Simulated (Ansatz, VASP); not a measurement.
# Cross-check of SrO between VASP and Ansatz

Aim: how closely do two programs agree when they are given the same cell, functional and k mesh? Valence electrons are named where the data sets of a main pair hold unlike numbers.

Method: plane waves, with VASP 6.6.1 beside it; band structure at r2SCAN-EpsX with an exact-exchange share of 0.262 and band structure at PBE-EpsX with an exact-exchange share of 0.262, in Ansatz 0.2.0.

The database entry behind the starting cell differs from later determinations by our own check (about 0.5 % short), so it need not match the best structure at ambient conditions.

## Step 1: The starting structure

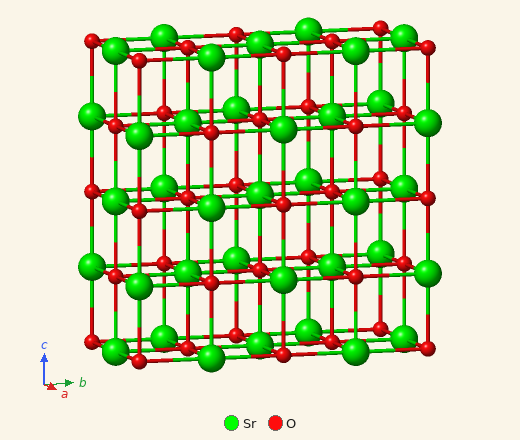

The starting structure, seen slightly off an axis (strontium green, oxygen red). 1×2×2 cells are drawn. This picture shows the conventional cell, with its axes. Some periodic images of atoms are drawn too.

## Step 2: Ansatz: band structure, r2SCAN-EpsX with an exact-exchange share of 0.262

Ansatz runs on its default PAW (the set named soft_2) files.

Levels along a path test the potential and the projectors away from the mesh points.

Contents of input.yaml:

```yaml
crystal:
  lattice:
    - [0.0, 2.5663, 2.5663]
    - [2.5663, 0.0, 2.5663]
    - [2.5663, 2.5663, 0.0]
  atoms:
    - { symbol: Sr, position: [0.5, 0.5, 0.5] }
    - { symbol: O, position: [0.0, 0.0, 0.0] }
hamiltonian:
  xc: { exchange: r2scan, correlation: r2scan, exx: { coeff: 0.262 } }
  pseudopotentials: { kind: paw }
kpoints:
  mp_grid: { grid: [5, 5, 5] }
  band_path:
    path:
      - [0.0, 0.0, 0.0]
      - [0.5, 0.0, 0.5]
      - [0.5, 0.2, 0.7]
      - [0.4, 0.35, 0.75]
      - [0.15, 0.15, 0.3]
      - [0.2, 0.2, 0.2]
      - [0.55, 0.4, 0.55]
      - [0.6, 0.25, 0.65]
      - [0.5, 0.25, 0.75]
      - [0.5, 0.5, 0.5]
      - [0.375, 0.375, 0.75]
      - [0.5, 0.0, 0.5]
    npoints: 1
scf:
  occupations: { method: gaussian, width: 0.02 }
  n_extra_bands: 7
output:
  forces: true
  stress: true
  eigenvalues: true
```

Run with:

```
ansatz run input.yaml --threads 4 --pin off --max-ram 9216MiB --backend cpu --events-out ev --progress --plain --runs-dir out
```

Numbers of over 12 decimals in the logs are rounded to 6 here.

Output:

```text
Warning: output.stress: scf.convergence.dr2_threshold = 1e-7 eV (the SCF's general default) is looser than the 2e-10 eV advised for a printed stress (1e-10 eV for each atom of the cell: 2). What an SCF threshold leaves in a stress goes as its square root, and in the free energy as the threshold itself, and one threshold admits the most on a small cell: [figures from the program's tests cut] Set scf.convergence.dr2_threshold to 2e-10 eV or tighter. The threshold is an SCF's pass mark: one that does not reach it within its budget of iterations ends unconverged, or closes short of it on a stop that the run arms, and scf.convergence.dr2_threshold's page says what that costs each kind of run
Warning: output.stress: scf.exx.energy_threshold = 1e-6 eV is looser than the 2e-8 eV advised for a stress under a hybrid functional (1e-8 eV for each atom of the cell: 2). Every SCF of the exchange loop can meet its threshold on dr2 while the loop round them stops early: no threshold on dr2 bounds what that leaves in the stress. Set scf.exx.energy_threshold to 2e-8 eV or tighter. The threshold is the loop's pass mark: a loop that does not reach it within its budget of cycles ends unconverged, and scf.exx.energy_threshold's page has the law
scf.n_extra_bands = 7 over 8 filled bands (N_el = 16.0): the run solves 15 bands
Engine: ansatz 0.2.0, x86_64-unknown-linux-gnu
Pseudopotentials: kind: paw
Pseudopotential: Sr, paw, valence charge 10, recommended cutoff 500 eV (meta_gga), Sr.paw.azcp
Pseudopotential: O, paw, valence charge 6, recommended cutoff 500 eV (meta_gga), O.paw.azcp
Functional definition: unnamed
  parameter a_1 = 0.262
  exchange = (1 - a_1)*r2scan_x + a_1*exact_x
  correlation = r2scan_c
Crystal: 2 atoms, lattice volume = 33.803 Å³
Basis set: ecut = 500 eV, 869 PW (Γ), exchange–correlation on 108×108×108 points (64 copies of the dense FFT grid, shifted against one another)
Bands: 15, of which v1, the nominal top of the filled ones, is band 8 counted from 1 (7 counted from 0)
Symmetry: 48 space group operations
Space group: Fm-3m (ITA 225), of the structure as read, at distance tolerance 3.2e-5 Å
k-points: 10 of 125
Non-local potential: Sr, projectors of the file, l = 0: 3, l = 1: 2, l = 2: 2
Non-local potential: O, projectors of the file, l = 0: 2, l = 1: 2, l = 2: 1
PAW form: soft (Blöchl's): semilocal exchange-correlation on the pseudo side does not see the compensation charge
PAW frozen core: Sr, regenerated for the run's functional, and the local potential with it (the file was generated under x = pbe(κ = 0.804, μ = 0.219515), c = pbe(β = 0.066725))
PAW frozen core: O, regenerated for the run's functional, and the local potential with it (the file was generated under x = pbe(κ = 0.804, μ = 0.219515), c = pbe(β = 0.066725))
PAW one-centre angular grid: Sr, 302 points (default); XC on 160 Gauss nodes
PAW one-centre angular grid: O, 302 points (default); XC on 160 Gauss nodes
Initial density: superposition of atomic densities (neutral atoms: chi_scale 0, normalization atom), corrected by the library's trained network
Initial wavefunctions: pseudopotential atomic-orbital guess
Functional: x = r2scan, c = r2scan; τ floored in thin density (d = 2e-4 eV/Å³), warm-up for x = 0.738 r2scan + 0.262 exact, c = r2scan; τ floored in thin density (d = 2e-4 eV/Å³)
SCF iter   1: F=—  HF=-4126.971431 eV  |F-HF|=—  |Δ(HF+E_count)|=         —  Δρ=8.34e-3  dr2=3.13e-2  dr2_τ=5.66e-2  ethr=1.77e-3  ⟨swp⟩=8.0  Hψ=783  notcnv=0
preconditioner: auto → none  [insulator: Δε(μ)=4.227 eV  Ē_g=19.429 eV  σ=0.020 eV  W_gap=1.00  n_scr=8 (ndim 8)  ℏωp=23.9 eV  f_vac=0.000  D(μ)=0.00/eV (n_scr^D=0)]
SCF iter   2: F=—  HF=-4127.054931 eV  |F-HF|=—  |Δ(HF+E_count)|=   8.35e-2  Δρ=7.99e-3  dr2=1.17e-2  dr2_τ=3.17e-3  ethr=1.96e-4  ⟨swp⟩=3.9  Hψ=444  notcnv=0  defer=2
iter 3 solved again at ethr=6.39e-6 eV; its pass at ethr=7.33e-5 eV (dr2=1.02e-3 eV) is discarded
SCF iter   3: F=-4127.052269 eV  HF=-4127.052557 eV  |F-HF|=2.88e-4  |Δ(HF+E_count)|=   2.37e-3  Δρ=2.33e-3  dr2=1.02e-3  dr2_τ=1.17e-4  ethr=6.39e-6  ⟨swp⟩=2.0  Hψ=575  notcnv=0
SCF 1 stopped early in 3 iterations: F = -4127.052269 eV  dr2 = 1.02e-3
  greatest PAW one-centre occupation: 0.988 electrons in one spin orbital (limit 2), on the Sr atom at site 0 (counted from 0), in its partial waves of l = 0
Initial density: handed on by an earlier stage of this run
Initial wavefunctions: those handed on with the density
Functional: x = 0.738 r2scan + 0.262 exact, c = r2scan; τ floored in thin density (d = 2e-4 eV/Å³)
Frozen-core exchange: fock
SCF iter   1: F=—  HF=-4126.320507 eV  |F-HF|=—  |Δ(HF+E_count)|=         —  Δρ=6.75e-3  dr2=2.28e-2  dr2_τ=6.55e-4  ethr=6.40e-5  ⟨swp⟩=4.8  Hψ=564  notcnv=0
preconditioner: auto → none  [insulator: Δε(μ)=6.300 eV  Ē_g=22.222 eV  σ=0.020 eV  W_gap=1.00  n_scr=8 (ndim 8)  ℏωp=23.9 eV  f_vac=0.000  D(μ)=0.00/eV (n_scr^D=0)]
SCF iter   2: F=—  HF=-4126.313300 eV  |F-HF|=—  |Δ(HF+E_count)|=   7.21e-3  Δρ=2.02e-3  dr2=1.59e-3  dr2_τ=1.17e-4  ethr=6.40e-5  ⟨swp⟩=3.0  Hψ=374  notcnv=0
SCF iter   3: F=—  HF=-4126.316161 eV  |F-HF|=—  |Δ(HF+E_count)|=   2.86e-3  Δρ=5.86e-4  dr2=1.67e-4  dr2_τ=2.47e-6  ethr=6.71e-6  ⟨swp⟩=3.1  Hψ=334  notcnv=0
SCF iter   4: F=—  HF=-4126.316123 eV  |F-HF|=—  |Δ(HF+E_count)|=   3.82e-5  Δρ=1.41e-4  dr2=7.96e-6  dr2_τ=5.55e-7  ethr=7.39e-7  ⟨swp⟩=2.4  Hψ=238  notcnv=0
SCF iter   5: F=—  HF=-4126.316169 eV  |F-HF|=—  |Δ(HF+E_count)|=   4.65e-5  Δρ=1.87e-4  dr2=8.15e-6  dr2_τ=1.02e-6  ethr=2.26e-8  ⟨swp⟩=4.0  Hψ=347  notcnv=0
SCF iter   6: F=-4126.316167 eV  HF=-4126.316167 eV  |F-HF|=5.09e-8  |Δ(HF+E_count)|=   2.16e-6  Δρ=1.91e-5  dr2=1.74e-7  dr2_τ=8.54e-9  ethr=2.26e-8  ⟨swp⟩=3.0  Hψ=272  notcnv=0
SCF 2 stopped early in 6 iterations: F = -4126.316167 eV  dr2 = 1.74e-7
  greatest PAW one-centre occupation: 0.989 electrons in one spin orbital (limit 2), on the Sr atom at site 0 (counted from 0), in its partial waves of l = 0
hybrid outer 1: dexx = +3.867e-3 eV, tail = 4.63e-6 eV
Frozen-core exchange: fock
SCF iter   1: F=—  HF=-4126.316199 eV  |F-HF|=—  |Δ(HF+E_count)|=         —  Δρ=3.92e-5  dr2=2.36e-7  dr2_τ=5.89e-8  ethr=1.45e-7  ⟨swp⟩=4.4  Hψ=413  notcnv=0
preconditioner: auto → none  [insulator: Δε(μ)=6.150 eV  Ē_g=22.168 eV  σ=0.020 eV  W_gap=1.00  n_scr=8 (ndim 8)  ℏωp=23.9 eV  f_vac=0.000  D(μ)=0.00/eV (n_scr^D=0)]
SCF iter   2: F=—  HF=-4126.316199 eV  |F-HF|=—  |Δ(HF+E_count)|=   1.73e-8  Δρ=1.53e-5  dr2=2.28e-8  dr2_τ=3.54e-9  ethr=1.23e-9  ⟨swp⟩=3.1  Hψ=293  notcnv=0
SCF iter   3: F=-4126.316199 eV  HF=-4126.316199 eV  |F-HF|=1.28e-9  |Δ(HF+E_count)|=  7.38e-10  Δρ=3.70e-6  dr2=7.51e-9  dr2_τ=3.21e-9  ethr=1.12e-10  ⟨swp⟩=3.0  Hψ=279  notcnv=0
SCF 3 converged in 3 iterations: F = -4126.316199 eV  dr2 = 7.51e-9
  Residual-converged pass: ⟨swp⟩=3.6  Hψ=296  notcnv=0  max |occ|·‖R‖ = 2.0e-6 eV (tolerance 2.4e-6 eV)  dr2=7.61e-9  dr2_τ=3.40e-9  dr2_onsite=7.78e-10  max |Δocc| = 0.0e0
hybrid outer 2: dexx = +6.994e-8 eV, tail = 2.52e-8 eV, Δε = 7.79e-4 eV (about 6.24e-5 eV left of the loop's levels)
NSCF: frozen V_eff on 12 k-points
hybrid SCF converged: 2 outer / 9 inner (+3 warm-up), last move |dexx| = 6.99e-8 eV, tail = 2.52e-8 eV
Stability not checked: this state was not tested for a lower state beside it, because the functional holds exact exchange (a hybrid, or Hartree-Fock), whose exchange loop this test does not read (fock_operator; see scf.lower_state_search)
Free energy (F): -4126.316200 eV
Frozen-core exchange: fock
Harris-Foulkes:  -4126.316200 eV  (|F-HF|=1.28e-9)
Internal energy: -4126.316200 eV  (E = F + TS)
E sigma→0 (E₀):  -4126.316200 eV
Fermi energy:    9.306338 eV
--- Per-component energies (eV) ---
  E_band       = -100.282126
  E_kinetic    = 425.118472
  E_local      = -861.468598  (includes V_loc(G=0)·N_el)
  E_nonlocal   = 247.985856
  E_hartree    = 234.582242
  E_xc         = -182.309588
  E_vxc        = -214.543071  (∫ρ·V_xc dr)
  E_exx        = -52.105804  (= α·E_x^exact, valence–valence)
  E_paw        = -2879.493712  (= ΣΔE_a)
  E_vpaw       = -72.720209  (= ΣTr[D̂ρ^β])
  E_aug_tail   = 0.001014  (compensation charges beyond the density's cutoff)
  E_vtau       = 10.392163  (kinetic-family band-sum trace: ∫τ·v_τ [+ j·A + Jᵃ·Aᵃ] dr)
  E_ewald      = -1058.117221
  E_core_change = -0.508863  (= ΣΔE_core)
  E_smearing   = -0.000000  (= −TS)
  E_closure    = 0.000001  (closes the sum)
  Σ components = -4126.316200   (vs F -4126.316200, Δ=0.00e0)
--- Forces (eV/Å), atoms counted from 1 ---
  atom   1  Sr    -0.00000000     0.00000000     0.00000000
  atom   2  O     -0.00000000     0.00000000     0.00000000
  max |Σ_I F_I| component: 3.09e-30 eV/Å
--- Stress (GPa, compression-positive) ---
        0.177730       0.000000      -0.000000
        0.000000       0.177730       0.000000
       -0.000000       0.000000       0.177730
  P = ⅓ Tr σ = 0.1777 GPa (1.777 kbar)
--- Band table (eV; the first three rows and the last of 10) ---
  k-point 0: bands = [... 4 lower, -8.5681, 6.2313, 6.2313, 6.2313, 12.9985, 15.4442, 15.4442, 15.4442, ... 3 higher]
  k-point 1: bands = [... 4 lower, -8.1934, 5.2845, 5.7725, 5.7725, 14.6143, 15.1340, 16.2601, 16.2601, ... 3 higher]
  k-point 2: bands = [... 4 lower, -7.7679, 4.1399, 5.1330, 5.1330, 15.5865, 17.0771, 18.0026, 18.0026, ... 3 higher]
  k-point 9: bands = [... 4 lower, -8.2234, 4.9895, 5.5005, 5.8436, 14.3477, 16.2454, 18.2508, 19.9668, ... 3 higher]
```

Wall time 11 s (4 threads of Intel Xeon 6975P-C (Granite Rapids), shared host); peak memory 0.87 GiB.

The column dr2 measures how far the density is from self-consistency, as an energy; F and HF (Harris–Foulkes) agree once it is small.

## Step 3: VASP: band structure, r2SCAN-EpsX with an exact-exchange share of 0.262

The same cell, functional, mesh and smearing now go to VASP, with its own data sets.

Lines of VASP's logs that name or quote its potential files are left out, and so is its time.

The run reads the wave functions of an earlier VASP run, which isn't shown here.

Contents of INCAR:

```
SYSTEM = SrO
PREC = Accurate
ENCUT = 520
EDIFF = 1E-06
NELM = 100
ISMEAR = 0
SIGMA = 0.02
LREAL = .FALSE.
ALGO = Normal
LHFCALC = .TRUE.
AEXX = 0.262
METAGGA = R2SCAN
LASPH = .TRUE.
NBANDS = 14
PRECFOCK = Fast
HFRCUT = -1
LORBIT = 11
LWAVE = .FALSE.
LCHARG = .FALSE.
KPAR = 4
```

Contents of POSCAR:

```
SrO
1.0
    0.0000000000      2.5663000000      2.5663000000
    2.5663000000      0.0000000000      2.5663000000
    2.5663000000      2.5663000000      0.0000000000
Sr O
1 1
Direct
    0.5000000000      0.5000000000      0.5000000000
    0.0000000000      0.0000000000      0.0000000000
```

Contents of KPOINTS:

```
Automatic mesh
0
Gamma
5 5 5
0 0 0
```

Contents of KPOINTS_OPT:

```
Line mode
6
Line-mode
Reciprocal
  0.00000000   0.00000000   0.00000000 GAMMA
  0.50000000   0.00000000   0.50000000 X

  0.50000000   0.00000000   0.50000000 X
  0.50000000   0.25000000   0.75000000 W

  0.50000000   0.25000000   0.75000000 W
  0.37500000   0.37500000   0.75000000 K

  0.37500000   0.37500000   0.75000000 K
  0.00000000   0.00000000   0.00000000 GAMMA

  0.00000000   0.00000000   0.00000000 GAMMA
  0.50000000   0.50000000   0.50000000 L

  0.50000000   0.50000000   0.50000000 L
  0.62500000   0.25000000   0.62500000 U

  0.62500000   0.25000000   0.62500000 U
  0.50000000   0.25000000   0.75000000 W

  0.50000000   0.25000000   0.75000000 W
  0.50000000   0.50000000   0.50000000 L

  0.50000000   0.50000000   0.50000000 L
  0.37500000   0.37500000   0.75000000 K

  0.62500000   0.25000000   0.62500000 U
  0.50000000   0.00000000   0.50000000 X
```

The projector-augmented-wave data sets are Sr_sv and O (PBE family, release 64).

Run with:

```
mpirun -np 4 vasp_std
```

Output:

```text
[banner, memory and clock lines left out]
running    4 mpi-ranks, on    1 nodes
 distrk:  each k-point on    1 cores,    4 groups
 distr:  one band on    1 cores,    1 groups

 POSCAR found type information on POSCAR SrO
 POSCAR found :  2 types and       2 ions
|                                                                             |
|               ----> ADVICE to this user running VASP <----                  |
|                                                                             |
|     You enforced a specific xc type in the INCAR file but a different       |
|     [... a line on the potential file left out ...]
|     I HOPE YOU KNOW WHAT YOU ARE DOING!                                     |
|                                                                             |

 LDA part: xc-table for (None), standard interpolation
 found WAVECAR, reading the header
 POSCAR, INCAR and KPOINTS ok, starting setup
 FFT: planning ... GRIDC
 FFT: planning ... GRID_SOFT
 FFT: planning ... GRID
 HFRCUT set to (new)   10.029006
 reading WAVECAR
 the WAVECAR file was read successfully
 initial charge from wavefunction
 entering main loop
       N       E                     dE             d eps       ncg     rms          rms(c)
DAV:   1    -0.261042874231E+02   -0.26104E+02   -0.57427E-01   280   0.974E+00    0.397E+00
DAV:   2    -0.260997948045E+02    0.44926E-02   -0.62059E-02   352   0.238E+00    0.210E+00
DAV:   3    -0.260976777190E+02    0.21171E-02   -0.12130E-02   322   0.105E+00    0.103E+00
DAV:   4    -0.260973136339E+02    0.36409E-03   -0.13822E-03   304   0.357E-01    0.594E-01
DAV:   5    -0.260969842580E+02    0.32938E-03   -0.84926E-04   322   0.259E-01    0.388E-01
DAV:   6    -0.260969706398E+02    0.13618E-04   -0.14254E-04   404   0.114E-01    0.246E-01
DAV:   7    -0.260969542276E+02    0.16412E-04   -0.22699E-05   420   0.539E-02    0.140E-01
DAV:   8    -0.260969550714E+02   -0.84381E-06   -0.84953E-06   322   0.320E-02
   1 F= -.26096955E+02 E0= -.26096955E+02  d E =-.520167E-14
 Start KPOINTS_OPT (optional k-point list driver)
k-point batch [1-10\60]
       N       E                     dE             ncg
DAV:   1    -0.106352655293E+04   -0.56578E+04      280
DAV:   2    -0.192897590155E+04   -0.86545E+03      354
DAV:   3    -0.199522603649E+04   -0.66250E+02      464
DAV:   4    -0.199640530222E+04   -0.11793E+01      342
DAV:   5    -0.199642026789E+04   -0.14966E-01      444
DAV:   6    -0.199642054955E+04   -0.28166E-03      370
DAV:   7    -0.199642055169E+04   -0.21445E-05      312
DAV:   8    -0.199642055177E+04   -0.75357E-07      212
[...]
k-point batch [51-60\60]
       N       E                     dE             ncg
DAV:   1    -0.114775776510E+04   -0.73535E+04      280
DAV:   2    -0.196768326385E+04   -0.81993E+03      384
DAV:   3    -0.202022579246E+04   -0.52543E+02      426
DAV:   4    -0.202133653743E+04   -0.11107E+01      402
DAV:   5    -0.202136175163E+04   -0.25214E-01      454
DAV:   6    -0.202136212383E+04   -0.37219E-03      400
DAV:   7    -0.202136212645E+04   -0.26248E-05      320
DAV:   8    -0.202136212652E+04   -0.71421E-07      266
```

From OUTCAR (step 3):

```text
ion  position               nearest neighbor table
   1  0.500  0.500  0.500-   2 2.57   2 2.57   2 2.57   2 2.57   2 2.57   2 2.57
   2  0.000  0.000  0.000-   1 2.57   1 2.57   1 2.57   1 2.57   1 2.57   1 2.57

  LATTYP: Found a face centered cubic cell.
 ALAT       =     5.1326000000

 Subroutine GETGRP returns: Found 48 space group operations
 (whereof 48 operations were pure point group operations)

The static configuration has the point symmetry O_h .

 Found     10 irreducible k-points:

   k-points           NKPTS =     10   k-points in BZ     NKDIM =    125   number of bands    NBANDS=     14

   dimension x,y,z NGX =    28 NGY =   28 NGZ =   28
   dimension x,y,z NGXF=    56 NGYF=   56 NGZF=   56

   ENCUT  =  520.0 eV  38.22 Ry    6.18 a.u.   6.75  6.75  6.75*2*pi/ulx,y,z

   NELECT =      16.0000    total number of electrons

 k-points in reciprocal lattice and weights: Automatic mesh
   0.00000000  0.00000000  0.00000000       0.008
   0.20000000  0.00000000  0.00000000       0.064
   0.40000000  0.00000000  0.00000000       0.064
   0.20000000  0.20000000  0.00000000       0.048
   0.40000000  0.20000000  0.00000000       0.192
  -0.40000000  0.20000000  0.00000000       0.192
  -0.20000000  0.20000000  0.00000000       0.096
   0.40000000  0.40000000  0.00000000       0.048
  -0.40000000  0.40000000  0.00000000       0.096
  -0.40000000  0.40000000  0.20000000       0.192

  exchange ACFDT corr.  =         0.00000000  see jH, gK, PRB 81, 115126

 average (electrostatic) potential at core
       1 -34.5932       2 -66.0520

 E-fermi :   0.0331

 k-point     1 :       0.0000    0.0000    0.0000
  band No.  band energies     occupation
    ...
      4     -15.0277      2.00000
      5     -15.0277      2.00000
      6      -0.0662      2.00000
      7      -0.0662      2.00000
      8      -0.0662      2.00000
      9       6.6847      0.00000
     10       9.0806      0.00000
     11       9.0806      0.00000
     12       9.0806      0.00000
     13      11.4755      0.00000
    ...

 k-point     2 :       0.2000    0.0000    0.0000
  band No.  band energies     occupation
    ...
      4     -15.0551      2.00000
      5     -14.6298      2.00000
      6      -1.0250      2.00000
      7      -0.5390      2.00000
      8      -0.5390      2.00000
      9       8.3029      0.00000
     10       8.7975      0.00000
     11       9.9026      0.00000
     12       9.9026      0.00000
     13      12.5461      0.00000
    ...

 k-point     3 :       0.4000    0.0000    0.0000
  band No.  band energies     occupation
    ...
      4     -15.0974      2.00000
      5     -14.1847      2.00000
      6      -2.1843      2.00000
      7      -1.1918      2.00000
      8      -1.1918      2.00000
      9       9.2509      0.00000
     10      10.7904      0.00000
     11      11.6396      0.00000
     12      11.6396      0.00000
     13      14.7370      0.00000
    ...

  energy-cutoff  :      520.00
  volume of cell :       33.80
      direct lattice vectors                 reciprocal lattice vectors
     0.000000000  2.566300000  2.566300000    -0.194833028  0.194833028  0.194833028
     2.566300000  0.000000000  2.566300000     0.194833028 -0.194833028  0.194833028
     2.566300000  2.566300000  0.000000000     0.194833028  0.194833028 -0.194833028

 POSITION                                       TOTAL-FORCE (eV/Angst)
 -----------------------------------------------------------------------------------
      2.56630      2.56630      2.56630        -0.000000      0.000000     -0.000000
      0.00000      0.00000      0.00000         0.000000      0.000000      0.000000
 -----------------------------------------------------------------------------------
    total drift:                               -0.000000     -0.000000     -0.000000

  FREE ENERGIE OF THE ION-ELECTRON SYSTEM (eV)
  ---------------------------------------------------
  free  energy   TOTEN  =       -26.0969550714 eV

  energy  without entropy=      -26.0969550714  energy(sigma->0) =      -26.09695507

 total charge
# of ion       s       p       d       tot
------------------------------------------
    1        2.013   5.926   0.218   8.157
    2        1.557   3.475   0.000   5.033
--------------------------------------------------
tot          3.570   9.401   0.218  13.189

[... 3 further parts left out ...]
```

The k-mesh is coarse for unscreened exact exchange, which converges slowly with it. The PAW data sets were made with PBE, which is usual practice but a small mismatch for other functionals.

(Part 1 of 2 ends here.)

[Lines on the potential files, build, host, timing and source positions are cut from VASP's logs without a mark.]

[Logs are printed without paths, hosts, clocks, repeated set-up lines and the standing remarks that a program may print on its own settings, such as how far it seeks lower states.]

[Hosts, paths, dates, database ids (printed as entryN), source tags and the programs' standing remarks are cut or masked in the printed files.]
